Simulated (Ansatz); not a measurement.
**AlH2O2 (SMILES [OH][Al][OH]) at 6 levels**

Aim: a comparison of 6 runs (U-r2SCAN0/STO-3G, UB2PLYP/STO-3G, UBHLYP/STO-3G, UCAM-B3LYP/STO-3G, UPBE/STO-3G, UCCSD(T)/STO-3G) of AlH2O2. 

The results are computed with Ansatz 0.2.0.

52 further runs of the same task are left out: 3 that didn't finish, 49 set aside as unsound or not needed.

## 1. Starting point

The species is AlH2O2 (5 atoms), meant as a doublet with charge 0. SMILES: `[OH][Al][OH]`. The H5–O3 distance was set to 1.912 Å, away from the relaxed value. At this shape a bond of the SMILES string is far longer than usual.

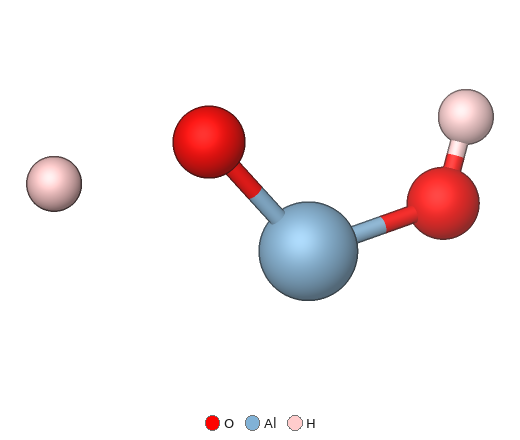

Viewed from a chosen angle; oxygen red, aluminium light blue, hydrogen pink.

## 2. A single-point energy at U-r2SCAN0/STO-3G (run 1)

The input, job.yaml:

```yaml
crystal:
  periodic: [false, false, false]
  atoms:
    - {symbol: O, position_ang: [-2.489199, -0.108100, -0.407900]}
    - {symbol: Al, position_ang: [-0.897199, -0.608600, -0.105400]}
    - {symbol: O, position_ang: [0.333701, 0.564800, -0.010400]}
    - {symbol: H, position_ang: [-2.725399, 0.812300, -0.529600]}
    - {symbol: H, position_ang: [2.165100, 0.131800, 0.330400]}
basis:
  gaussian:
    orbitals: STO-3G
accuracy: high
magnetization:
  spin_polarized: true
  initial_magnetization: 1
hamiltonian:
  xc: {name: r2SCAN0}
```

Launch:

```bash
$ ansatz run job.yaml --threads 1 --pin off --max-ram 2610MiB --events-out events.jsonl --progress --plain --runs-dir runs
```

Output:

```text
Warning: RAYON_NUM_THREADS=1 ignored (pool sized by the plan → 1); use --threads N
Functional definition: r2SCAN0
  name "r2SCAN0"
  parameter a = 0.25
  parameter k0 = 0.174
  parameter k1 = 0.065
  parameter a1 = 4.9479
  exchange = (1 - a)*r2scan_x(k0 = k0, k1 = k1, a1 = a1) + a*exact_x
  correlation = r2scan_c
378 factors; integrals over basis functions are off by at most 3.2e-8 eV
mean field evaluation 1: about -10569.5285 eV, gradient 2.9e1 eV
mean field evaluation 2: about -10484.7513 eV, gradient 1.1e2 eV
mean field evaluation 4: about -10577.7103 eV, gradient 1.1e1 eV
mean field evaluation 8: about -10578.3983 eV, gradient 1.9e0 eV
mean field evaluation 16: about -10578.8944 eV, gradient 1.8e-4 eV
mean field evaluation 32: about -10578.9695 eV, gradient 3.1e-2 eV
mean field evaluation 64: about -10578.9696 eV, gradient 1.1e-3 eV
mean field evaluation 96: about -10576.2587 eV, gradient 8.1e0 eV
mean field -10579.10693585 eV, -388.7750091161 hartree, gradient 1.5e-8 eV, S^2 1.444676; 12 other end points of the search recorded, 0 dependent functions left out
reference -10579.10693663 eV, -388.7750091448 hartree; 16, 15 occupied and 5, 6 virtual orbitals, 378 factors
Total energy: -10579.10693663 eV, -388.7750091448 hartree
```

Run time: 20 s. Hardware: 1 thread of Arm Neoverse V1, shared host; peak memory 0.24 GiB.

## 3. A single-point energy at UB2PLYP/STO-3G (run 2)

The input, in.yaml:

```yaml
crystal:
  periodic: [false, false, false]
  atoms:
    - {symbol: O, position_ang: [-2.489199, -0.108100, -0.407900]}
    - {symbol: Al, position_ang: [-0.897199, -0.608600, -0.105400]}
    - {symbol: O, position_ang: [0.333701, 0.564800, -0.010400]}
    - {symbol: H, position_ang: [-2.725399, 0.812300, -0.529600]}
    - {symbol: H, position_ang: [2.165100, 0.131800, 0.330400]}
basis:
  gaussian:
    orbitals: STO-3G
magnetization:
  spin_polarized: true
  initial_magnetization: 1
hamiltonian:
  xc: {name: B2PLYP}
correlation:
  frozen_orbitals: {Al: 5, H: 0, O: 1}
accuracy: high
```

Launch:

```bash
$ ansatz run in.yaml --threads 1 --pin off --max-ram 2610MiB --events-out events.jsonl --progress --plain --runs-dir runs
```

Output, cut to the lines that bear on the results:

```text
Warning: RAYON_NUM_THREADS=1 ignored (pool sized by the plan → 1); use --threads N
Functional definition: B2PLYP
  name "B2PLYP"
[...]
378 factors; integrals over basis functions are off by at most 3.2e-8 eV
[...]
mean field -10571.66360100 eV, -388.5014716059 hartree, gradient 2.3e-8 eV, S^2 1.529084; 14 other end points of the search recorded, 0 dependent functions left out
7 core orbitals not correlated: weight in the atoms' cores, before any rotation towards them, 1.000 or more for the frozen orbitals, at most 0.000 for the correlated occupied ones
reference -10571.66361941 eV, -388.5014722823 hartree; 9, 8 occupied and 5, 6 virtual orbitals, 378 factors
second order -3.07258806 eV of doubles, -0.00000000 eV of singles
Total energy: -10572.49321819 eV, -388.5319594750 hartree
```

Wall time 9.6 s (1 thread of Arm Neoverse V1, shared host); peak memory 0.14 GiB.

## 4. The energy at UBHLYP/STO-3G (run 3)

Changes to job.yaml since step 2:

```diff
@@ -11,3 +11,3 @@
     orbitals: STO-3G
-accuracy: high
+total_charge: 0
 magnetization:
@@ -16,2 +16,3 @@
 hamiltonian:
-  xc: {name: r2SCAN0}
+  xc: {name: BHLYP}
+accuracy: high
```

Launch:

```bash
$ ansatz run job.yaml --threads 1 --pin off --max-ram 2610MiB --events-out events.jsonl --progress --plain --runs-dir runs
```

Output:

```text
Warning: RAYON_NUM_THREADS=1 ignored (pool sized by the plan → 1); use --threads N
Functional definition: BHLYP
  name "BHLYP"
  parameter a = 0.5
  exchange = (1 - a)*b88_x + a*exact_x
  correlation = lyp_c
378 factors; integrals over basis functions are off by at most 3.2e-8 eV
mean field evaluation 1: about -10570.3051 eV, gradient 2.9e1 eV
mean field evaluation 2: about -10505.4585 eV, gradient 1.0e2 eV
mean field evaluation 4: about -10578.6526 eV, gradient 7.8e0 eV
mean field evaluation 8: about -10579.0569 eV, gradient 2.2e0 eV
mean field evaluation 16: about -10579.6871 eV, gradient 2.4e-3 eV
mean field evaluation 32: about -10579.8107 eV, gradient 1.2e-1 eV
mean field evaluation 64: about -10579.8112 eV, gradient 5.3e-4 eV
mean field evaluation 96: about -10577.3110 eV, gradient 8.7e0 eV
mean field -10579.90847193 eV, -388.8044650240 hartree, gradient 1.3e-8 eV, S^2 1.496914; 12 other end points of the search recorded, 0 dependent functions left out
reference -10579.90849154 eV, -388.8044657447 hartree; 16, 15 occupied and 5, 6 virtual orbitals, 378 factors
Total energy: -10579.90849154 eV, -388.8044657447 hartree
```

It took 8.1 s on 1 thread of Arm Neoverse V1, shared host; peak memory 0.13 GiB.

Runs 4 to 5 aren't shown in full; the table further down has their settings and results.

## 5. The energy at UCCSD(T)/STO-3G (run 6)

The input, molecule.yaml:

```yaml
basis:
  gaussian:
    orbitals: STO-3G
crystal:
  periodic: [false, false, false]
  atoms:
    - symbol: O
      position_ang: [-2.489199, -0.108100, -0.407900]
    - symbol: Al
      position_ang: [-0.897199, -0.608600, -0.105400]
    - symbol: O
      position_ang: [0.333701, 0.564800, -0.010400]
    - symbol: H
      position_ang: [-2.725399, 0.812300, -0.529600]
    - symbol: H
      position_ang: [2.165100, 0.131800, 0.330400]
magnetization:
  spin_polarized: true
  initial_magnetization: 1
correlation:
  method: ccsd_t
  frozen_orbitals: {Al: 5, H: 0, O: 1}
accuracy: high
scf:
  omitted_lower_state_checks: [cluster_reference, increment]
```

Launch:

```bash
$ ansatz run molecule.yaml --threads 1 --pin off --max-ram 2610MiB --events-out events.jsonl --progress --plain --runs-dir runs
```

Output:

```text
Warning: RAYON_NUM_THREADS=1 ignored (pool sized by the plan → 1); use --threads N
[... 17 lines left out ...]
7 core orbitals not correlated: weight in the atoms' cores, before any rotation towards them, 1.000 or more for the frozen orbitals, at most 0.000 for the correlated occupied ones
[... 78 lines left out ...]
Total energy: -10553.41429176 eV, -387.8308218610 hartree
Checks for a lower state left out: cluster_reference, increment
```

Wall time 1 s (1 thread of Arm Neoverse V1, shared host).

## 6. The series

| run | level | frozen core orbitals | energy (Eh) | ⟨S²⟩ | wall time |
| --- | --- | --- | --- | --- | --- |
| 1 | U-r2SCAN0/STO-3G | – | -388.775009 | 1.445 | 20 s |
| 2 | UB2PLYP/STO-3G | 7 | -388.531959 | 1.529 | 9.6 s |
| 3 | UBHLYP/STO-3G | – | -388.804466 | 1.497 | 8.1 s |
| 4 | UCAM-B3LYP/STO-3G | – | -388.767383 | 1.366 | 9.9 s |
| 5 | UPBE/STO-3G | – | -388.560132 | 1.006 | 6 s |
| 6 | UCCSD(T)/STO-3G | 7 | -387.830822 | 1.645 | 1 s |

## 7. Results

| quantity | value |
| --- | --- |
| run 6: total energy | -387.83082 Eh |
| run 6: correlation energy (7 core orbitals frozen) | -107.2 mEh |
| run 6: (T) correction | -6.02 mEh |
| run 6: ⟨S²⟩ of the reference determinant | 1.645 |
| run 6: T1 diagnostic | 0.057 |

In words: Totals of different functionals can't be ranked against each other. In runs 1, 2, 3, 4, 5, 6 the basis is minimal, so the values are rough. Spin contamination of the reference: run 6 ⟨S²⟩ = 1.65, run 2 ⟨S²⟩ = 1.53, run 3 ⟨S²⟩ = 1.50, run 1 ⟨S²⟩ = 1.44, run 4 ⟨S²⟩ = 1.37, run 5 ⟨S²⟩ = 1.01. Where it is this large, the reference is a mixture of spin states, and values that rest on it are in doubt. All runs together took 55 s, the longest 20 s.
